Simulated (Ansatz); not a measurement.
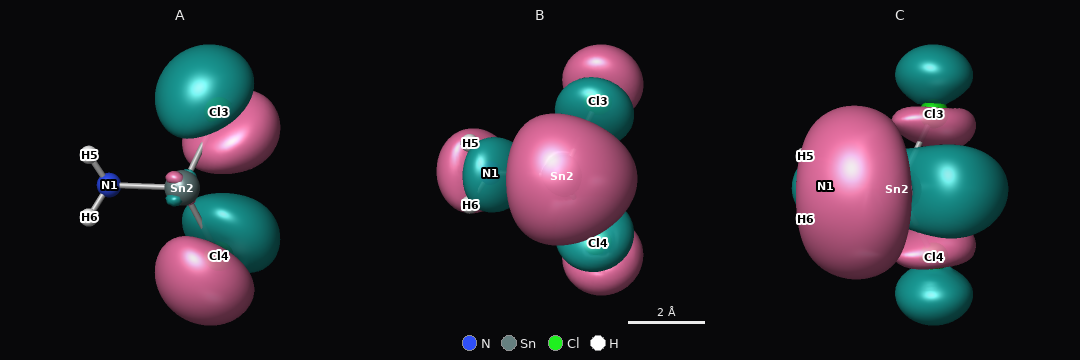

Cl2H2NSn (doublet). Three frontier orbitals at ±0.06 Å⁻³ᐟ² (teal and pink are the two phases), in no order.

Geometry: PBE0-D4/def2-TZVP; core potentials replace the inner electrons of Sn.

Method: UKS PBE0-D4/def2-TZVPP in Ansatz.

```xyz
6

N    -0.0507    1.0663   -0.2462
Sn   -0.1862   -0.7749    0.6213
Cl    2.0399   -1.5067    0.7206
Cl   -1.3067   -2.0635   -0.9866
H     0.4980    1.7286    0.2926
H    -0.9523    1.4863   -0.4478
```

Question: Which picture is the HOMO−1, the HOMO and the LUMO? All are α orbitals.

Answer: A is the HOMO−1 (α) (−8.98 eV). It lies mainly on Cl3 (about 45 %) and Cl4 (about 45 %); largely a combination of lone pairs on Cl3 and Cl4. B is the HOMO (α) (−6.99 eV). By Hirshfeld shares it lies mainly on Sn2 (about 50 %), N1 (about 20 %), Cl3 (about 15 %) and Cl4 (about 15 %). C is the LUMO (α) (−0.53 eV). By Hirshfeld shares it lies mainly on Sn2 (about 60 %), Cl3 (about 15 %) and Cl4 (about 15 %).

Question: What is the gap between the highest occupied and lowest empty α orbitals?

Answer: 6.46 eV between the orbital energies.
